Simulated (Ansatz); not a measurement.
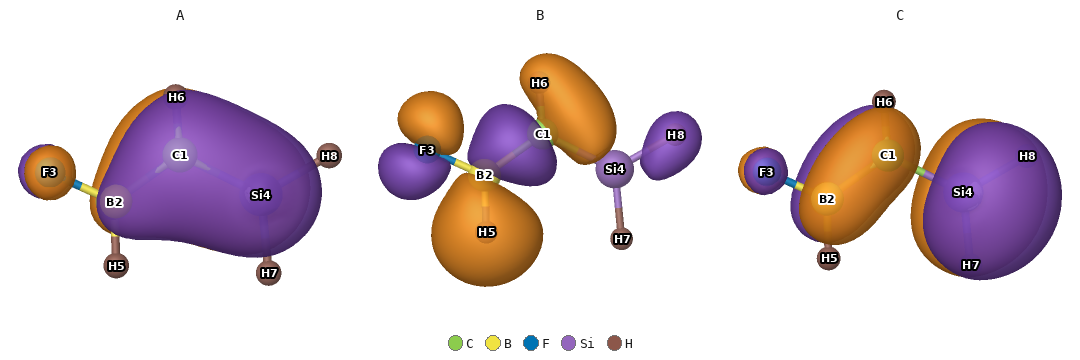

Figure. CH4BFSi (SMILES FBC=[SiH2]). Three frontier orbitals at ±0.08 Å⁻³ᐟ² (orange and purple are the two phases), in no order.

Geometry: PBE0-D3(BJ)/pcseg-1.

The calculation used Ansatz, isolated molecule in a Gaussian basis; Kohn-Sham density functional theory, functional PBE0.

Input file:

```
crystal:
  periodic: [false, false, false]
  atoms:
    - symbol: C
      position_ang: [-1.617852, -0.065891, -0.262743]
    - symbol: B
      position_ang: [-1.321210, -1.113396, 0.798851]
    - symbol: F
      position_ang: [-2.315063, -1.670753, 1.504404]
    - symbol: Si
      position_ang: [-0.310584, 0.618361, -1.139783]
    - symbol: H
      position_ang: [-0.205233, -1.492318, 1.059530]
    - symbol: H
      position_ang: [-2.643317, 0.250475, -0.468861]
    - symbol: H
      position_ang: [1.093886, 0.213480, -0.887252]
    - symbol: H
      position_ang: [-0.457478, 1.648006, -2.200939]
basis:
  gaussian: {orbitals: def2-TZVPD}
total_charge: 0
hamiltonian: {xc: pbe0}
output: {forces: true, orbitals: {seedname: orbitals}}
```

Run with:

```sh
ansatz run input.yaml --threads 2 --pin off --max-ram 4350MiB --events-out events.jsonl --progress --plain --runs-dir runs
```

Question: Which picture is the HOMO−1, the HOMO and the LUMO?

Answer: B is the HOMO−1 (−8.86 eV). Its weight (Hirshfeld) is mainly on B2 (about 25 %), F3 (about 25 %), H5 (about 20 %) and C1 (about 20 %); it is symmetric in the molecular plane (an in-plane orbital: σ, lone-pair or in-plane π type). A is the HOMO (−7.42 eV). It lies mainly on C1 (about 45 %), Si4 (about 35 %) and B2 (about 10 %); it changes sign across the molecular plane (π type); π-bonding across C1–Si4. C is the LUMO (−2.29 eV). It lies mainly on Si4 (about 55 %), C1 (about 15 %) and B2 (about 15 %); it changes sign across the molecular plane (π type); π-bonding across C1–B2.

Question: What is the HOMO–LUMO gap?

Answer: 5.13 eV between the orbital energies.
